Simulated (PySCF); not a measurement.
A series of small molecules: methyl halides CH3X.

Gas-phase molecules at GFN2-xTB geometries (not checked as minima at the level of the calculation), B3LYP/def2-SVPD with PySCF. The ionisation energy is E(cation) − E(neutral) at fixed geometry, without spin-orbit coupling; where the highest orbital is degenerate, the cation is one component. LUMO energies depend on the basis. GFN2-xTB bonds to atoms past the second row can be off by 0.02 to 0.07 Å and angles by up to several degrees, which can move orbital and ionisation energies by up to 0.5 eV and charges by 0.01 to 0.02 e, so small steps and misses may come from the geometries. Volumes are summed on a coarse grid and good to about 2 %. Core potentials replace the inner electrons of I. Electronegativities are Pauling's, radii Cordero's.

```tsv
molecule	electronegativity of X	covalent radius of X (Å)	Hirshfeld charge of the central atom (e)	HOMO energy (eV)	vertical ionisation energy (eV)	HOMO–LUMO gap (eV)	volume inside the 0.001 a.u. surface (Å³)
CH3F	3.98	0.57	0.004	−9.65	13.08	10.20	46
CH3Cl	3.16	1.02	?	?	?	?	?
CH3Br	2.96	1.20	−0.075	−7.73	10.69	7.18	73
CH3I	2.66	1.39	−0.101	−7.07	9.80	5.85	85
```

The results for CH3Cl are withheld.

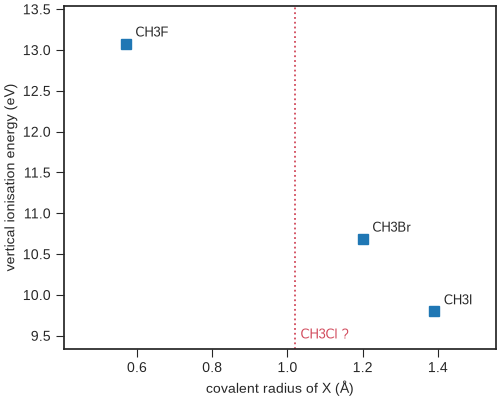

> What does the trend of the vertical ionisation energy with the covalent radius of X predict for CH3Cl?

A least-squares line through the three given members is y = 15.35 − 3.95 x, with R² = 1.00 and a scatter of 0.10 eV; CH3Br lies farthest from it (+0.08 eV). At x = 1.02 it gives 11.32 eV. For a new member the 90 % prediction interval is ±0.74 eV, wide since three points leave one degree of freedom.

> What did the calculation give?

The calculation gives 11.36 eV, 0.04 eV above the estimate (0.4 times the scatter, 1 % of the range of the series): inside the prediction interval. Its other results: Hirshfeld charge of the central atom −0.058 e, HOMO energy −8.27 eV, HOMO–LUMO gap 8.37 eV and volume inside the 0.001 a.u. surface 63 Å³.

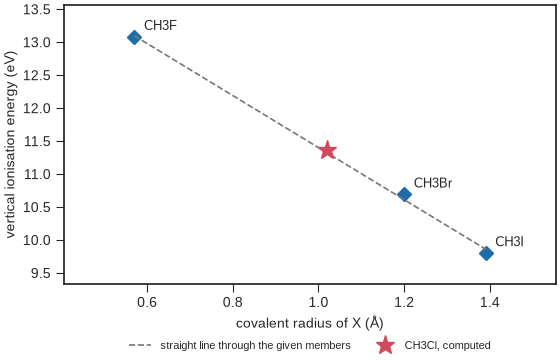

Over the series −ε(HOMO) lies 2.73 to 3.43 eV below the ionisation energy from total-energy differences, since this functional puts filled levels too high (delocalisation error). The pairing was chosen among those with R² above 0.96; series and pairings with weaker trends are left out of this set.

The single runs took from 4.1 s to 2.3 min, on 1 thread of shared hosts (Arm Neoverse N1 and Intel(R) Xeon(R) Platinum 8375C CPU @ 2.90GHz (Ice Lake)).
